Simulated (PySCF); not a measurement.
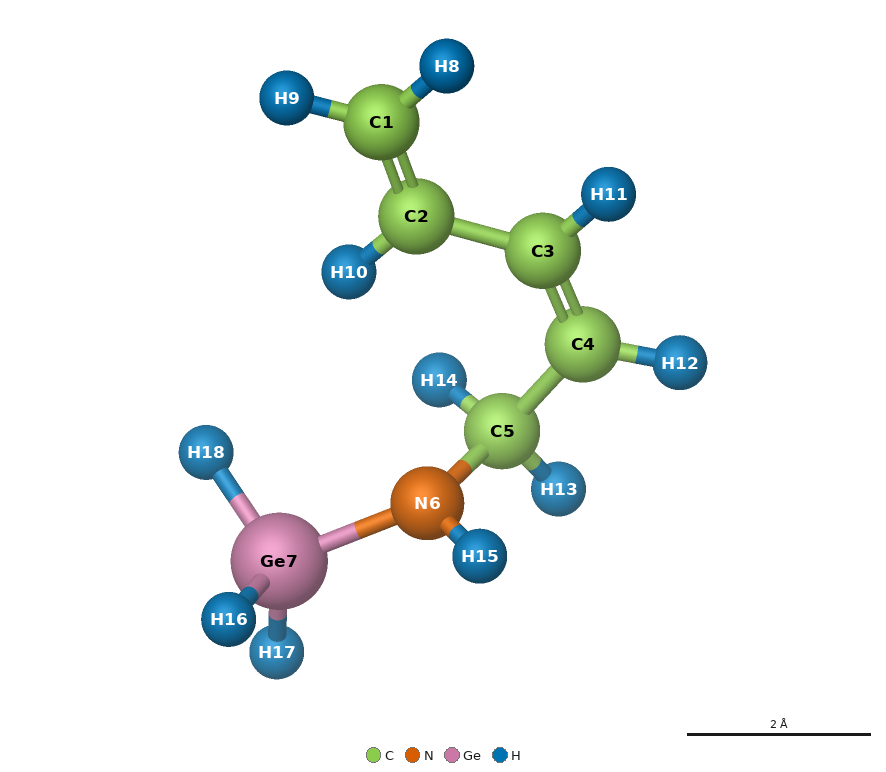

Numbered structure. Computed geometry: GFN2-xTB optimisation. No frequency run is at hand to confirm it as a minimum.

What are the angles C2–C3–C4, C3–C4–H12, C4–C3–H11, C4–C5–N6, C4–C5–H14, C5–C4–H12, C5–N6–Ge7, C5–N6–H15, N6–C5–H13, N6–C5–H14, N6–Ge7–H18, Ge7–N6–H15?

```tsv
angle	degrees
C2–C3–C4	125.4
C3–C4–H12	119.3
C4–C3–H11	119.1
C4–C5–N6	110.9
C4–C5–H14	110.0
C5–C4–H12	116.0
C5–N6–Ge7	122.3
C5–N6–H15	111.1
N6–C5–H13	111.9
N6–C5–H14	107.1
N6–Ge7–H18	105.9
Ge7–N6–H15	117.5
```
